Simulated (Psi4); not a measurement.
# AlH5S (Al(H2S)H3) at M06-L/aug-cc-pVDZ

What is the vertical electron affinity of AlH5S (Al(H2S)H3) at M06-L/aug-cc-pVDZ? Input form: a Python script.

Program for the calculation: Psi4 1.11.

1 further run of the same task is left out (set aside as unsound or not needed).

### 1 The structure to begin with

AlH5S: 7 atoms, total charge 0, spin state singlet. As SMILES, `[H][Al]([H])([H])<-[SH2]`. Geometry: a GFN2-xTB relaxation, a rough one for these elements and not checked as a minimum.

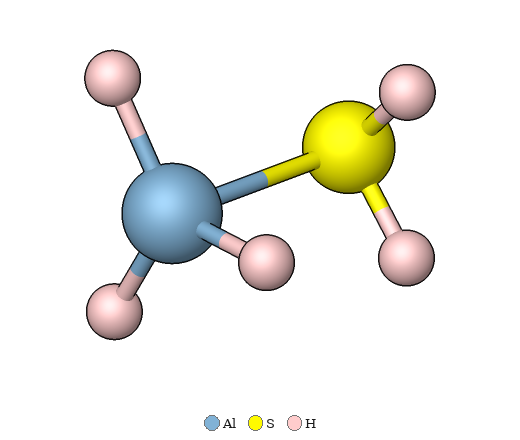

Viewed from a chosen angle; aluminium light blue, sulfur yellow, hydrogen pink.

### 2 Energy and gradient at M06-L/aug-cc-pVDZ

job.py

```python
import psi4

psi4.set_memory(1600000000)
psi4.set_num_threads(1)
psi4.core.set_output_file('output.dat', False)

geom = psi4.geometry("""
0 1
Al     0.24528645    -0.41946251    -1.91162805
S      0.28691712    -0.47609760     2.75694034
H      0.96867361     1.94666357     2.80677242
H     -2.16464348     0.09318240     2.78999165
H      3.17880280    -0.35373783    -2.24620406
H     -1.25882216     2.15288938    -1.97714486
H     -1.25621434    -2.94343741    -2.21870855
units bohr
symmetry c1
no_reorient
no_com
""")

options = {'basis': 'aug-cc-pVDZ', 'puream': True, 'e_convergence': 1e-09, 'd_convergence': 1e-08, 'scf_type': 'pk', 'dft_radial_points': 99, 'dft_spherical_points': 590}
psi4.set_options(options)

e, wfn = psi4.gradient("m06-l", return_wfn=True)
psi4.oeprop(wfn, "QUADRUPOLE", "LOWDIN_CHARGES", "MAYER_INDICES")
print('gradient / Eh bohr^-1')
print(e.np.round(6))
print(f'energy = {wfn.energy():.10f} Eh')
for k, v in sorted(psi4.core.scalar_variables().items()):
    print(f'{k:45s} {v:18.10f}')
```

Run with:

```console
$ python job.py
```

output.dat:

```text
[...]
  Running in c1 symmetry.
[...]
  Nuclear repulsion =   85.549490823894658
[...]
  Multiplicity = 1
[...]
  Nalpha       = 17
  Nbeta        = 17
[...]
    Number of basis functions: 99
[...]
   @RKS iter   1:  -643.51815673594797   -2.98578e-01   3.23843e-03 DIIS/ADIIS
[...]
   @RKS iter  11:  -643.60104104943377   -4.32010e-12   5.22562e-09 DIIS
[...]
    Orbital Energies [Eh]
    ---------------------
    Doubly Occupied:
       1A    -88.611167     2A    -55.735982     3A     -7.964905
       4A     -5.875418     5A     -5.871813     6A     -5.865773
       7A     -4.066588     8A     -2.578123     9A     -2.570140
      10A     -2.569909    11A     -0.772194    12A     -0.470325
      13A     -0.407076    14A     -0.379319    15A     -0.292265
      16A     -0.255434    17A     -0.251592
[...]
  @RKS Final Energy:  -643.60104104943377
   => Energetics <=
    Nuclear Repulsion Energy =             85.5494908238946579
    One-Electron Energy =               -1060.0279207872961251
    Two-Electron Energy =                 377.0939659049965371
    DFT Exchange-Correlation Energy =     -46.2165769910287452
    Empirical Dispersion Energy =           0.0000000000000000
    VV10 Nonlocal Energy =                  0.0000000000000000
    Total Energy =                       -643.6010410494337748
[...]
  -Total Gradient:
     Atom            X                  Y                   Z
    ------   -----------------  -----------------  -----------------
       1        0.000834345165    -0.001742000435     0.004557613617
       2       -0.008621518317     0.014454060533    -0.009290291663
       3       -0.002724049597    -0.011679430756    -0.002426146284
       4        0.011650835155    -0.003264889614    -0.002455075179
       5       -0.006774290929    -0.000041941624     0.002876031142
       6        0.002250956251    -0.003808699628     0.003627553111
       7        0.003445160977     0.005986268858     0.002862827162
[...]
 Multipole Moments:
 ------------------------------------------------------------------------------------
     Multipole            Electronic (a.u.)      Nuclear  (a.u.)        Total (a.u.)
 ------------------------------------------------------------------------------------
 L = 1.  Multiply by 2.5417464519 to convert [e a0] to [Debye]
 Dipole X            :         -7.4466963            7.2471942           -0.1995021
 Dipole Y            :         12.5187129          -12.1750141            0.3436988
 Dipole Z            :        -17.2825231           18.4145874            1.1320643
 Magnitude           :                                                    1.1997915
 L = 2.  Multiply by 1.3450342976 to convert [e a0^2] to [Debye ang]
 Quadrupole XX       :        -43.7098217           20.9907986          -22.7190231
 Quadrupole XY       :          2.4997850           -1.9761634            0.5236217
[...]
```

The script printed:

```text
gradient / Eh bohr^-1
[[ 8.3400e-04 -1.7420e-03  4.5580e-03]
 [-8.6220e-03  1.4454e-02 -9.2900e-03]
 [-2.7240e-03 -1.1679e-02 -2.4260e-03]
 [ 1.1651e-02 -3.2650e-03 -2.4550e-03]
 [-6.7740e-03 -4.2000e-05  2.8760e-03]
 [ 2.2510e-03 -3.8090e-03  3.6280e-03]
 [ 3.4450e-03  5.9860e-03  2.8630e-03]]
energy = -643.6010410494 Eh
CURRENT ENERGY                                   -643.6010410494
CURRENT REFERENCE ENERGY                         -643.6010410494
DD SOLVATION ENERGY                                 0.0000000000
DFT FUNCTIONAL TOTAL ENERGY                      -643.6010410494
DFT TOTAL ENERGY                                 -643.6010410494
DFT VV10 ENERGY                                     0.0000000000
DFT XC ENERGY                                     -46.2165769910
GRID ELECTRONS ALPHA                               16.9999943065
GRID ELECTRONS BETA                                16.9999943065
GRID ELECTRONS TOTAL                               33.9999886129
NUCLEAR REPULSION ENERGY                           85.5494908239
ONE-ELECTRON ENERGY                             -1060.0279207873
PCM POLARIZATION ENERGY                             0.0000000000
PE ENERGY                                           0.0000000000
SCF ITERATION ENERGY                             -643.6010410494
SCF ITERATIONS                                     11.0000000000
SCF TOTAL ENERGY                                 -643.6010410494
TWO-ELECTRON ENERGY                               377.0939659050
XC GRID RADIAL POINTS                              99.0000000000
XC GRID SPHERICAL POINTS                          590.0000000000
XC GRID TOTAL POINTS                           394706.0000000000
```

Wall time 76 s (1 thread of AMD EPYC 7R43 (Zen 3), shared host); peak memory 0.88 GiB.

### 3 The doublet anion

alh5s.xyz

```xyz
7
AlH5S
Al     0.129800    -0.221970    -1.011590
S      0.151830    -0.251940     1.458910
H      0.512600     1.030130     1.485280
H     -1.145480     0.049310     1.476400
H      1.682150    -0.187190    -1.188640
H     -0.666140     1.139260    -1.046260
H     -0.664760    -1.557600    -1.174090
```

job.py

```python
import psi4

psi4.set_memory(1600000000)
psi4.set_num_threads(1)
psi4.set_output_file('alh5s.out', False)

with open('alh5s.xyz') as f:
    atoms = ''.join(f.readlines()[2:])
mol = psi4.geometry('-1 2\n' + atoms + 'symmetry c1')

psi4.set_options({
    'reference': 'uks',
    'puream': True,
    'e_convergence': 1e-09,
    'd_convergence': 1e-08,
    'scf_type': 'pk',
    'dft_radial_points': 99,
    'dft_spherical_points': 590,
    'maxiter': 200,
})

energy_value, wavefunction = psi4.gradient('m06-l/aug-cc-pVDZ', return_wfn=True)
print('gradient / Eh bohr^-1')
print(energy_value.np.round(6))
print(f'energy = {wavefunction.energy():.10f} Eh')
```

Run with:

```console
$ python job.py
```

alh5s.out, shortened:

```text
[...]
  Running in c1 symmetry.
[...]
  Nuclear repulsion =   85.549490768182579
[...]
  Multiplicity = 2
[...]
  Nalpha       = 18
  Nbeta        = 17
[...]
    Number of basis functions: 99
[...]
   @UKS iter   1:  -643.33556898123970   -1.15990e-01   4.43706e-03 ADIIS/DIIS
[...]
   @UKS iter  23:  -643.57902043992090   -5.11591e-12   8.83556e-09 DIIS
[...]
   @S^2 Observed:                7.512395227E-01
[...]
  @UKS Final Energy:  -643.57902043992090
   => Energetics <=
    Nuclear Repulsion Energy =             85.5494907681825794
    One-Electron Energy =               -1064.5805858735707261
    Two-Electron Energy =                 381.7385056830432859
    DFT Exchange-Correlation Energy =     -46.2864310175759925
    Empirical Dispersion Energy =           0.0000000000000000
    VV10 Nonlocal Energy =                  0.0000000000000000
    Total Energy =                       -643.5790204399208960
[...]
 Multipole Moments:
 ------------------------------------------------------------------------------------
     Multipole            Electronic (a.u.)      Nuclear  (a.u.)        Total (a.u.)
 ------------------------------------------------------------------------------------
 L = 1.  Multiply by 2.5417464519 to convert [e a0] to [Debye]
 Dipole X            :          1.6046279           -0.8580362            0.7465918
 Dipole Y            :         -2.7261974            1.4461896           -1.2800077
 Dipole Z            :          0.5295851           -0.5609049           -0.0313198
 Magnitude           :                                                    1.4821606
[...]
  -Total Gradient:
     Atom            X                  Y                   Z
    ------   -----------------  -----------------  -----------------
       1        0.002332487339    -0.004304325587    -0.004901268033
       2       -0.015320207679     0.025909961950    -0.004738361964
       3       -0.007523011753    -0.022200980045    -0.003325376828
       4        0.023083104192    -0.004099987630    -0.003270371153
       5       -0.008675836151     0.000549057905     0.004848623830
       6        0.002300618860    -0.003897107625     0.006187642414
       7        0.003870671859     0.007935958430     0.004844818160
[...]
```

On the terminal:

```text
gradient / Eh bohr^-1
[[ 0.002332 -0.004304 -0.004901]
 [-0.01532   0.02591  -0.004738]
 [-0.007523 -0.022201 -0.003325]
 [ 0.023083 -0.0041   -0.00327 ]
 [-0.008676  0.000549  0.004849]
 [ 0.002301 -0.003897  0.006188]
 [ 0.003871  0.007936  0.004845]]
energy = -643.5790204399 Eh
```

Wall time 2.9 min (1 thread of AMD EPYC 7R43 (Zen 3), shared host); peak memory 0.89 GiB.

### 4 Outcome

At M06-L/aug-cc-pVDZ:

| quantity | value |
| --- | --- |
| singlet AlH5S: total energy | -643.60104 Eh |
| singlet AlH5S: dipole moment | 3.05 D |
| singlet AlH5S: HOMO energy | -6.85 eV |
| singlet AlH5S: LUMO energy | -1.12 eV |
| singlet AlH5S: HOMO–LUMO gap | 5.72 eV |
| singlet AlH5S: largest force on an atom | 0.989 eV/Å |
| doublet anion: total energy | -643.57902 Eh |
| doublet anion: HOMO energy (highest over α and β) | 1.59 eV |
| doublet anion: LUMO energy (lowest over α and β) | 1.99 eV |
| doublet anion: ⟨S²⟩ | 0.751 |
| doublet anion: largest force on an atom | 1.567 eV/Å |
| vertical electron affinity (to the doublet anion) | -0.599 eV |

What this shows: The anion lies 0.60 eV (13.8 kcal/mol) above the neutral: the electron isn't bound at this level, and such a value depends on the basis. The largest force (singlet AlH5S) is 0.99 eV/Å: the shape isn't a stationary point for this species at this level. The HOMO (doublet anion) lies at positive energy, 1.59 eV, as semi-local functionals often give for anions; only total energies tell whether the electron is bound.
